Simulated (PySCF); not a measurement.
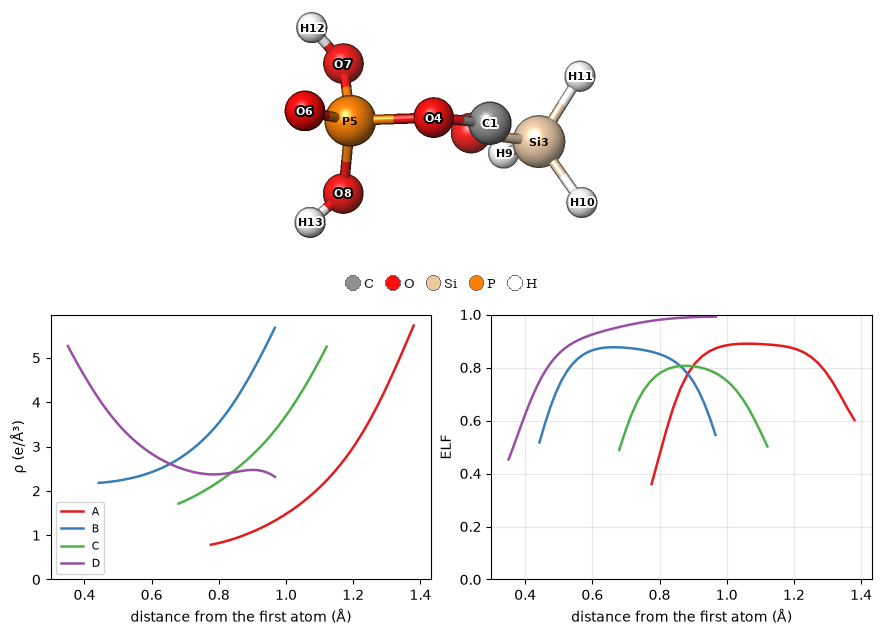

*CH5O5PSi. Electron density and ELF along straight lines between neighbouring atoms. The curves leave out the atomic cores. The structure is drawn too.*

Geometry: PBE0-D3(BJ)/def2-SVP.

Method: PySCF 2.14.0, PBE0/pcSseg-1, SCF density, gas phase, non-relativistic.

The calculation's input:

```
{"job": {"kind": "nmr", "xc": "PBE0", "basis": "pcSseg-1"}, "charge": 0, "multiplicity": 1}
C      0.883456    -0.886345     0.753147
O      0.859466    -0.149395    -0.330592
Si     2.323828    -0.156186    -1.242513
O     -0.291561    -0.803042     1.365058
P     -1.646139     0.064107     0.947055
O     -2.724751    -0.119006     1.929182
O     -1.104844     1.561505     0.771958
O     -1.960271    -0.423487    -0.545616
H      2.019303     0.722040    -2.400762
H      2.617950    -1.543938    -1.681023
H      3.416044     0.408012    -0.409663
H     -1.541066     2.130839     1.421051
H     -2.841183    -0.822239    -0.569903
```

Launched as:

```sh
OMP_NUM_THREADS=1 python cluster_run.py task.json out
```

Which curve belongs to which contact (C–O, O–H, P–O and Si–O)? The first atom named is at distance zero.

Answer. Curve A: Si–O (1.73 Å): ρ at the midpoint is about 0.96 e/Å³; the ELF peaks at about 0.90 between the atoms (a polar covalent bond). Curve B: C–O (1.31 Å): ρ is about 2.6 e/Å³ halfway; the ELF peaks at about 0.90 between the atoms (a polar covalent bond). Curve C: P–O (1.47 Å): ρ is about 1.9 e/Å³ halfway; the ELF peaks at about 0.80 between the atoms: a short, strongly polar bond. Curve D: O–H (0.97 Å): the density is about 3.7 e/Å³ at the midpoint; the ELF climbs to about 1 towards the hydrogen, as it does in any bond to H: a covalent bond by its length.
